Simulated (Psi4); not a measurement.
**CH2BCl (SMILES B[C]Cl), step by step**

Aim: a structure relaxation (USVWN-RPA/STO-3G), then vibrational wavenumbers, then the energy (UMP2/def2-TZVPP) of CH2BCl. 

The calculation is run with Psi4 1.11.

**1. The system as given**

CH2BCl has 5 atoms, charge 0, and is taken as a triplet. SMILES: `B[C]Cl`. Geometry: relaxed at GFN2-xTB. The run starts from this shape.

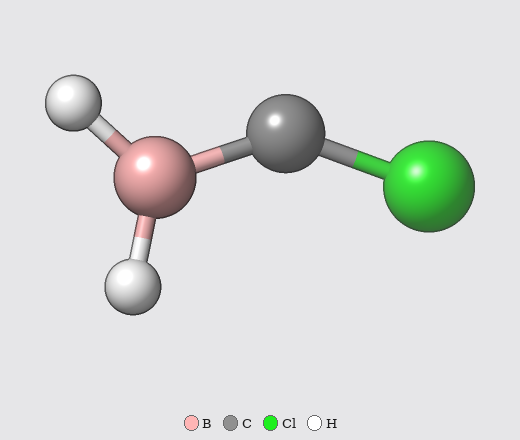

The structure, seen from a chosen angle (boron pink, carbon grey, chlorine green, hydrogen white).

**2. A structure relaxation at USVWN-RPA/STO-3G (density fitting) (run 1)**

Contents of ch2bcl.in:

```
memory 1.6 GB

molecule molecule1 {
  0 3
  B      0.78268677     0.26337113    -0.89293339
  C     -0.92112810     0.53078627     1.29395217
  Cl    -2.77908793    -1.10193710     3.12367949
  H      1.08797202    -1.73017655    -1.83259970
  H      1.82955724     2.03795624    -1.69211746
  units bohr
}

set basis STO-3G
set reference uks
set geom_maxiter 60

opt('svwn')
print_variables()
```

Launch:

```sh
psi4 -n 1 ch2bcl.in ch2bcl.out
```

ch2bcl.out:

```text
[...]
  Running in c1 symmetry.
[...]
  Nuclear repulsion =   71.802307597696981
[...]
  Multiplicity = 3
[...]
  Nalpha       = 16
  Nbeta        = 14
[...]
    Number of basis functions: 21
[...]
   @DF-UKS iter   1:  -516.78509622595539   -8.19843e-01   6.31827e-03 ADIIS/DIIS
[...]
   @DF-UKS iter   7:  -516.81543437136111   -9.09495e-13   2.35091e-09 DIIS
[...]
   @S^2 Observed:                2.003682026E+00
[...]
  @DF-UKS Final Energy:  -516.81543437136111
   => Energetics <=
    Nuclear Repulsion Energy =             69.1472934020047916
    One-Electron Energy =                -850.8722312373529348
    Two-Electron Energy =                 301.6794787052326683
    DFT Exchange-Correlation Energy =     -36.7699752412456888
    Empirical Dispersion Energy =           0.0000000000000000
    VV10 Nonlocal Energy =                  0.0000000000000000
    Total Energy =                       -516.8154343713611070
[...]
 Multipole Moments:
 ------------------------------------------------------------------------------------
     Multipole            Electronic (a.u.)      Nuclear  (a.u.)        Total (a.u.)
 ------------------------------------------------------------------------------------
 L = 1.  Multiply by 2.5417464519 to convert [e a0] to [Debye]
 Dipole X            :         -2.4011520            2.3861267           -0.0150252
 Dipole Y            :         -0.5612053            0.6128578            0.0516525
 Dipole Z            :          2.8119220           -2.7787650            0.0331570
 Magnitude           :                                                    0.0631912
[...]
  -Total Gradient:
     Atom            X                  Y                   Z
    ------   -----------------  -----------------  -----------------
       1       -0.000006801880    -0.000017554092     0.000004990995
       2       -0.000041591609    -0.000042481741     0.000039730167
       3        0.000033102820     0.000007138097    -0.000039371975
       4        0.000012678860     0.000008804517    -0.000013591070
       5       -0.000004823057    -0.000002178648     0.000004394831
[...]
```

The script printed:

```text
Optimizer: Optimization complete!
```

It took 6.9 s on 1 thread of AMD EPYC 9B45 (Zen 5), shared host; peak memory 0.25 GiB.

Steps, from the record of the run:

| step | energy from the first frame kept (eV) | largest force (eV/Å) |
| --- | --- | --- |
| 0 | 0.0000 | 4.6787 |
| 1 | -0.2720 | 1.0354 |
| 2 | -0.3100 | 0.2829 |
| 3 | -0.3170 | 0.0857 |
| 4 | -0.3161 | 0.1740 |
| 5 | -0.3178 | 0.0207 |
| 6 | -0.3178 | 0.0037 |

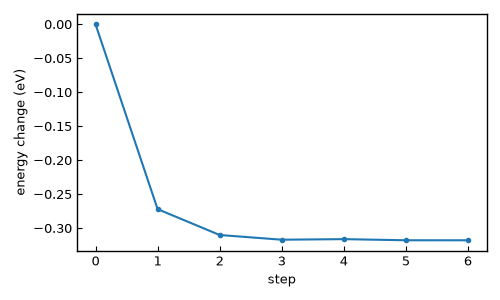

Energy along the run.

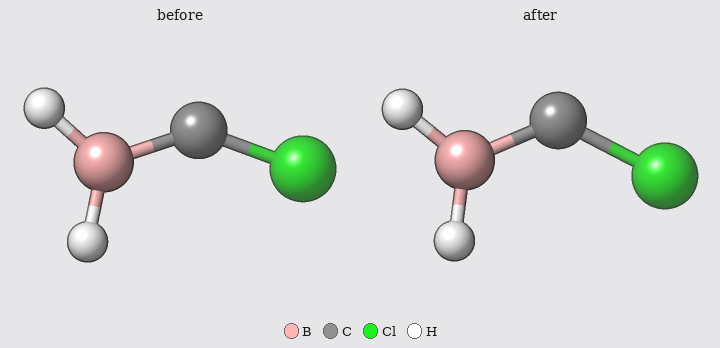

Before and after, at one scale.

After the run. Bond lengths: B1–C2 1.491 Å, C2–Cl3 1.758 Å, B1–H4 1.177 Å, B1–H5 1.175 Å. Angles: B1–C2–Cl3 130.2°, C2–B1–H4 120.4°, C2–B1–H5 118.4°, H4–B1–H5 121.2°.

**3. Vibrational wavenumbers at USVWN-RPA/STO-3G (density fitting) (run 2)**

Contents of job.dat:

```
memory 1600 mb

molecule {
  0 3
  B      0.78383194     0.36468691    -0.86751846
  C     -0.89368739     0.84850971     1.34389007
  Cl    -2.78764272    -1.24516133     3.09635027
  H      0.98733088    -1.68902398    -1.69819482
  H      1.88775514     2.07648587    -1.75051000
  units bohr
}

set globals {
  reference uks
  t 298.15
  rotational_symmetry_number 1
}

energy_value, wavefunction = freq('svwn/STO-3G', return_wfn=True)
```

Launch:

```sh
psi4 -n 1 job.dat job.out
```

job.out:

```text
[...]
  Running in c1 symmetry.
[...]
  Nuclear repulsion =   69.147302395239919
[...]
  Multiplicity = 3
[...]
  Nalpha       = 16
  Nbeta        = 14
[...]
    Number of basis functions: 21
[...]
   @DF-UKS iter   1:  -516.79132670092758   -9.62146e-01   7.71856e-03 ADIIS/DIIS
[...]
  -Total Gradient:
     Atom            X                  Y                   Z
    ------   -----------------  -----------------  -----------------
       1       -0.000006820198    -0.000018046019     0.000004832995
       2       -0.000041936813    -0.000042589998     0.000040149121
       3        0.000033288473     0.000007330959    -0.000039554285
       4        0.000012705574     0.000009032895    -0.000013541653
       5       -0.000004671924    -0.000001999769     0.000004266763
[...]
   @DF-UKS iter  11:  -516.81543437106859   -1.13687e-13   2.46685e-09 DIIS
[...]
   @S^2 Observed:                2.003682023E+00
[...]
    Orbital Energies [Eh]
    ---------------------
    Alpha Occupied:
       1A    -99.321572     2A     -9.661763     3A     -8.989602
       4A     -6.886237     5A     -6.871504     6A     -6.869705
       7A     -6.239183     8A     -0.783119     9A     -0.561328
      10A     -0.424905    11A     -0.339683    12A     -0.324855
      13A     -0.315305    14A     -0.271286    15A     -0.187103
      16A     -0.165233
    Alpha Virtual:
      17A      0.024446    18A      0.057760    19A      0.419567
      20A      0.463718    21A      0.505249
[...]
  @DF-UKS Final Energy:  -516.81543437106859
   => Energetics <=
    Nuclear Repulsion Energy =             69.1473023952399330
    One-Electron Energy =                -850.8722480803744475
    Two-Electron Energy =                 301.6794866081851296
    DFT Exchange-Correlation Energy =     -36.7699752941191846
    Empirical Dispersion Energy =           0.0000000000000000
    VV10 Nonlocal Energy =                  0.0000000000000000
    Total Energy =                       -516.8154343710685907
[...]
  ==> Harmonic Vibrational Analysis <==
[...]
  Freq [cm^-1]                 294.1593            388.7788            722.4185
[...]
  Freq [cm^-1]                 922.1605            923.9231           1226.9800
[...]
  Freq [cm^-1]                1363.5456           2927.3189           3074.0163
[...]
  Total E_0, Enthalpy at 0 [K]                                                         -516.78845335 [Eh]
[...]
  Total H, Enthalpy at  298.15 [K]                                                     -516.78370205 [Eh]
[...]
  Total G, Gibbs energy at  298.15 [K]                                                 -516.81502549 [Eh]
[...]
```

On the terminal:

```text
Warning: used thermodynamics relations inappropriate for low-frequency modes: ['294.1593' '388.7788']
```

It took 10 s on 1 thread of AMD EPYC 9B45 (Zen 5), shared host; peak memory 0.24 GiB.

**4. The energy at UMP2/def2-TZVPP (density fitting, density fitting for correlation) (run 3)**

Contents of job.dat:

```
memory 1600 MB

molecule m {
  0 3
  B
  C 1 1.490973
  Cl 2 1.758401 1 130.17257
  H 1 1.177245 2 120.40116 3 -0.00075
  H 1 1.174794 4 121.18577 2 -179.99891
}

set reference uhf
set num_frozen_docc 7

energy("mp2/def2-TZVPP")
```

Launch:

```sh
psi4 -i job.dat -o job.out -n 1
```

job.out:

```text
[...]
  Running in c1 symmetry.
[...]
  Nuclear repulsion =   69.147314543398139
[...]
  Multiplicity = 3
[...]
  Nalpha       = 16
  Nbeta        = 14
[...]
    Number of basis functions: 132
[...]
   @DF-UHF iter   1:  -523.04114275926452   -8.13651e-01   2.28354e-03 ADIIS/DIIS
[...]
   @DF-UHF iter  16:  -523.15003002859055   -8.07177e-12   3.83375e-09 DIIS
[...]
   @S^2 Observed:                2.020692211E+00
[...]
    Orbital Energies [Eh]
    ---------------------
    Alpha Occupied:
       1A   -104.861102     2A    -11.336289     3A    -10.587250
       4A     -8.055060     5A     -8.054301     6A     -8.051484
       7A     -7.619546     8A     -1.161551     9A     -0.929739
      10A     -0.692000    11A     -0.582477    12A     -0.566405
      13A     -0.551706    14A     -0.489233    15A     -0.416527
      16A     -0.404749
    Alpha Virtual:
      17A      0.082567    18A      0.126111    19A      0.147241
      20A      0.166590    21A      0.178448    22A      0.248648
      23A      0.255803    24A      0.301259    25A      0.315651
[...]
  @DF-UHF Final Energy:  -523.15003002859055
   => Energetics <=
    Nuclear Repulsion Energy =             69.1473145433981387
    One-Electron Energy =                -857.1352051658334403
    Two-Electron Energy =                 264.8378605938448231
    Total Energy =                       -523.1500300285904359
  UHF NO Occupations:
  HONO-2 :   14  A 1.9950683
  HONO-1 :   15  A 1.0000000
[...]
 Multipole Moments:
 ------------------------------------------------------------------------------------
     Multipole            Electronic (a.u.)      Nuclear  (a.u.)        Total (a.u.)
 ------------------------------------------------------------------------------------
 L = 1.  Multiply by 2.5417464519 to convert [e a0] to [Debye]
 Dipole X            :          0.0000236           -0.0000181            0.0000055
 Dipole Y            :         -1.1095868            1.2513399            0.1417530
 Dipole Z            :          3.2558213           -3.4964092           -0.2405879
 Magnitude           :                                                    0.2792427
[...]
```

Run time: 2 s. Hardware: 1 thread of AMD EPYC 9B45 (Zen 5), shared host; peak memory 0.24 GiB.

**5. Results**

```
                                                                          quantity             value
                                  run 1, USVWN-RPA/STO-3G: total energy at the end     -516.81543 Eh
                                            run 1, USVWN-RPA/STO-3G: dipole moment            0.16 D
                       run 1, USVWN-RPA/STO-3G: HOMO energy (highest over α and β)          -4.50 eV
                        run 1, USVWN-RPA/STO-3G: LUMO energy (lowest over α and β)          -3.55 eV
                                                     run 1, USVWN-RPA/STO-3G: ⟨S²⟩             2.004
                               run 2, USVWN-RPA/STO-3G: lowest harmonic wavenumber          294 cm⁻¹
                              run 2, USVWN-RPA/STO-3G: highest harmonic wavenumber         3074 cm⁻¹
                                        run 2, USVWN-RPA/STO-3G: zero-point energy       70.8 kJ/mol
run 2, USVWN-RPA/STO-3G: ideal-gas entropy at 298.15 K (symmetry number 1 as used)  65.9 cal/(mol K)
                                              run 3, UMP2/def2-TZVPP: total energy     -523.54149 Eh
run 3, UMP2/def2-TZVPP: HOMO energy (Hartree–Fock orbitals) (highest over α and β)         -11.01 eV
 run 3, UMP2/def2-TZVPP: LUMO energy (Hartree–Fock orbitals) (lowest over α and β)           0.42 eV
               run 3, UMP2/def2-TZVPP: correlation energy (7 core orbitals frozen)        -391.5 mEh
                         run 3, UMP2/def2-TZVPP: ⟨S²⟩ of the reference determinant             2.021
```

**Reading.** The optimisation (run 1, USVWN-RPA/STO-3G) took 7 steps and changed the energy by -0.318 eV. All 9 modes (run 2, USVWN-RPA/STO-3G) are real, so the shape is a minimum at this level.
